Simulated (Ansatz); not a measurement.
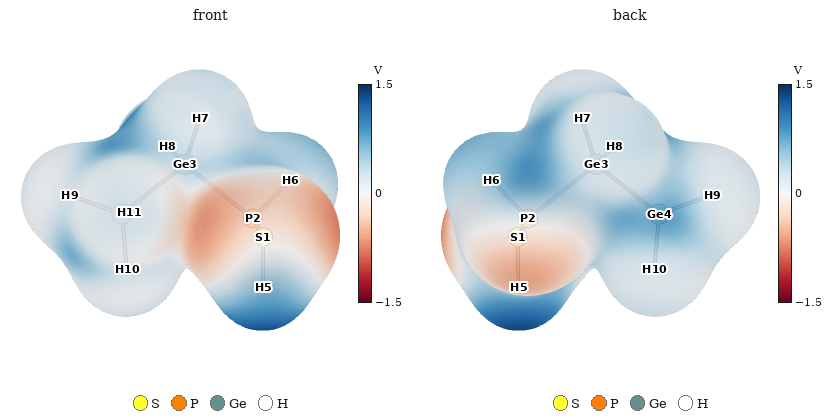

*Ge2H7PS (SMILES S[PH][GeH2][GeH3]). The electrostatic potential painted on the density surface at 0.002 e/bohr³, seen from the front and from behind; red is negative and blue positive.*

The calculation used RKS PBE-D4/def2-SVP in Ansatz 0.2.0.

```tsv
atom	x (Å)	y (Å)	z (Å)
S	-0.6027	2.3960	-0.1236
P	-0.4723	1.1266	1.6327
Ge	0.9374	-0.5072	0.6803
Ge	-0.2718	-1.3192	-1.2765
H	-1.9655	2.4399	-0.1093
H	0.5839	1.8627	2.2829
H	2.3213	0.0842	0.2865
H	1.1648	-1.6286	1.7362
H	0.1121	-2.7957	-1.5701
H	-1.7963	-1.2530	-0.9942
H	0.0544	-0.4627	-2.5243
```

Q: Where is the surface potential most negative and most positive?

A: The most negative region (about −0.7 V) lies over S1, the most positive (about +1.3 V) over H5.
